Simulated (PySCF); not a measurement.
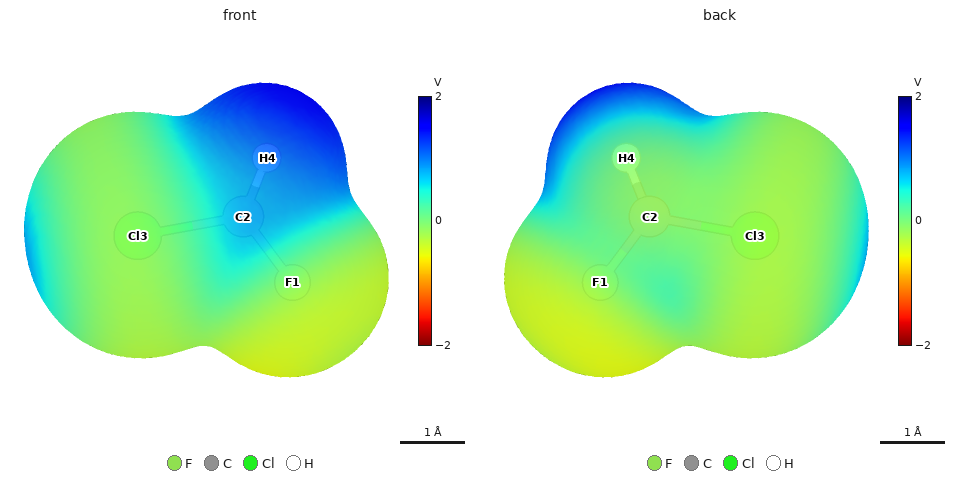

CHClF (SMILES F[CH]Cl) (doublet). The molecular electrostatic potential painted on the density surface at 0.002 e/bohr³, seen from the front and from behind; red is negative and blue positive.

Geometry: PBE0-D3(BJ)/def2-SVP.

These are results of UKS B3LYP, IGLO-III on C Cl F, pcH-1 on H, non-relativistic, mean-field spin-orbit, GIAO (PySCF 2.14.0, density-fitted response routines), not measurements.

```xyz
4

F    -0.4682   -0.4348   -1.1497
C    -0.2278   -0.0588    0.0913
Cl    1.3378   -0.4233    0.6746
H    -0.6325    0.9236    0.3609
```

Q: Which sites attract a positive test charge, and which a negative one?

A: A positive charge is drawn to the negative regions and a negative charge to the positive ones. The most negative region (about −0.5 V, or −12 kcal/mol for a unit charge) lies over F1, the most positive (about +1.5 V, or +35 kcal/mol for a unit charge) over H4. Cl3 shows a σ-hole: about +0.8 V, or +18 kcal/mol for a unit charge at the tip opposite its bond, against about −0.2 V on its flanks.
